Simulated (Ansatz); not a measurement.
# AsBFH5O: vertical energies of changing the electron count from a Python script

What does it cost to change the electron count of AsBFH5O? The task is vertical energies of changing the electron count, for AsBFH5O. SMILES: O[B@@H-](F)[As@@H3+].

Computed with the Python package of Ansatz 0.2.0. Level of theory: r2SCAN0/def2-SVPD.

**1. Starting point**

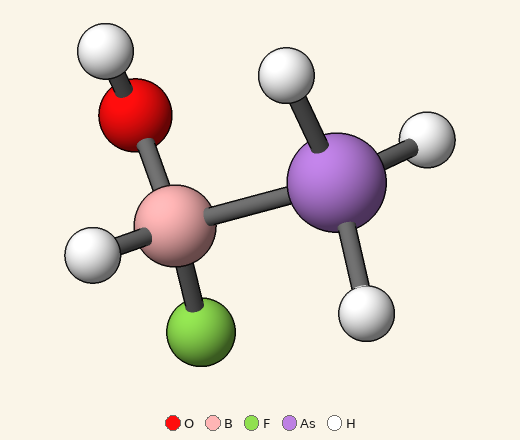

The structure that the script starts from, seen from a chosen angle (oxygen red, boron pink, fluorine green, arsenic purple, hydrogen white).

No structure file is read: the coordinates are typed or built in the script.

**2. Script**

asbfh5o.py reads:

```python
"""Removing and adding an electron on AsBFH5O at fixed geometry."""

import ansatz as az


def total_energy(molecule, charge=0, unpaired=0):
    calc = molecule.calculation().basis(gaussian="def2-SVPD").functional("r2scan0")
    if charge:
        calc = calc.charge(charge)
    if unpaired:
        calc = calc.spin("collinear", total=unpaired)
    return calc.run(threads=1).report["free_energy_ev"]

geometry = (
    az.Crystal.molecule()
    .atom("O", (-1.159, 1.1598, -0.6792))
    .atom("B", (-0.8201, -0.1804, -0.1709))
    .atom("F", (-1.1549, -1.1744, -1.1776))
    .atom("As", (1.1883, -0.2808, 0.2336))
    .atom("H", (-1.0545, 1.7724, 0.093))
    .atom("H", (-1.438, -0.4108, 0.8236))
    .atom("H", (1.3348, -1.7835, 0.6401))
    .atom("H", (1.7914, 0.1297, -1.1495))
    .atom("H", (1.3119, 0.7679, 1.3868))
)

# delta-SCF style differences, no relaxation
parent = total_energy(geometry, 0, 0)
cation = total_energy(geometry, 1, 1)
print(f"E(N)   = {parent:.5f} eV")
print(f"E(N-1) = {cation:.5f} eV  (1 unpaired)")
print(f"vertical ionisation energy {cation - parent:.3f} eV")
anion = total_energy(geometry, -1, 1)
print(f"E(N+1) = {anion:.5f} eV  (1 unpaired)")
print(f"vertical electron affinity {parent - anion:.3f} eV" + ("" if anion < parent else " (unbound in this basis)"))
print(f"fundamental gap IP - EA = {cation + anion - 2 * parent:.3f} eV")
```

**3. What the engine is handed**

The engine receives this input (first run):

```yaml
crystal:
  periodic: [false, false, false]
  atoms:
    - { symbol: O, position_ang: [-1.159, 1.1598, -0.6792] }
    - { symbol: B, position_ang: [-0.8201, -0.1804, -0.1709] }
    - { symbol: F, position_ang: [-1.1549, -1.1744, -1.1776] }
    - { symbol: As, position_ang: [1.1883, -0.2808, 0.2336] }
    - { symbol: H, position_ang: [-1.0545, 1.7724, 0.093] }
    - { symbol: H, position_ang: [-1.438, -0.4108, 0.8236] }
    - { symbol: H, position_ang: [1.3348, -1.7835, 0.6401] }
    - { symbol: H, position_ang: [1.7914, 0.1297, -1.1495] }
    - { symbol: H, position_ang: [1.3119, 0.7679, 1.3868] }
basis:
  gaussian:
    orbitals: def2-SVPD
hamiltonian:
  xc: r2scan0
```

**4. Launch**

Command:

```sh
$ python asbfh5o.py
```

The log of the run:

```text
E(N)   = -66348.32011 eV
E(N-1) = -66339.21857 eV  (1 unpaired)
vertical ionisation energy 9.102 eV
E(N+1) = -66348.72337 eV  (1 unpaired)
vertical electron affinity 0.403 eV
fundamental gap IP - EA = 8.698 eV
```

Run time: 58 s. Hardware: 1 thread of Arm Neoverse V1, shared host; peak memory 0.54 GiB.

**5. What changed from run to run**

The engine's inputs for the other runs:

Run 2, against run 1:

```diff
@@ -17,0 +18,4 @@
+magnetization:
+  spin_polarized: true
+  initial_magnetization: 1.0
+total_charge: 1.0
```

Run 3, against run 1:

```diff
@@ -17,0 +18,4 @@
+magnetization:
+  spin_polarized: true
+  initial_magnetization: 1.0
+total_charge: -1.0
```

Lines on the test bed's own set-up are left out of the output.

**6. The engine's runs**

One row for each of the 3 runs:

```
run              system  unpaired or total moment  energy (eV)  <S²>  SCF cycles  CPU time (s)
  1             AsBFH5O                   not set  -66348.3201  0.00          18           9.9
  2  AsBFH5O, charge +1                         1  -66339.2186  0.76          25            22
  3  AsBFH5O, charge -1                         1  -66348.7234  0.76          21            25
```

Totals carry meaning only in balanced differences at one level of theory.

**7. Results**

```
                  quantity     value
vertical ionisation energy  9.102 eV
vertical electron affinity  0.403 eV
             runs compared         3
```

The ionisation energy is a difference of two total energies at the neutral geometry. The anion lies below the neutral molecule at this geometry. At this unrelaxed geometry removing an electron costs 9.10 eV and adding one releases 0.40 eV. The geometry is a force-field or estimated start, not a minimum of this method, and the basis set is short of its limit. All parts are taken at fixed geometry, without zero-point energy. At an unrelaxed start these energies can be a whole eV from those at the minimum, and a small affinity can change sign.
